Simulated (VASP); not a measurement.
Energy against volume of CoSi₂ (fluorite). Calculation: TPSS meta-GGA, VASP's PBE PAW potentials (set 64) (plane waves; VASP).

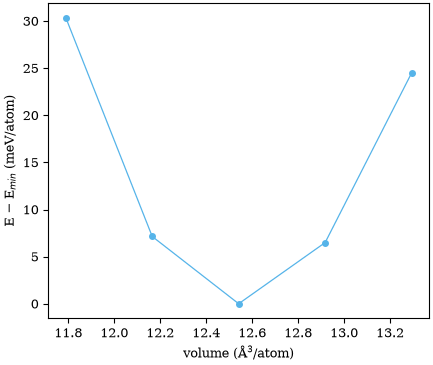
*Energy against volume*

**Question.** Estimate the equilibrium volume and the bulk modulus.

**Answer.** The minimum lies near 12.5 Å³/atom, and the curvature gives B0 of about 190 GPa.

Measured: a 5.365 Å (computed value off by -0.9 %), as given by Ganesh Hegde et al., Applied Physics Letters (2014), arXiv:1405.1317. The calculation is for a static lattice, while the measured a holds thermal and zero-point effects, which are part of the difference.

The compound is CoSi2 in the fluorite structure. It was relaxed first. The run is not spin-polarised, so no magnetic state was tried.
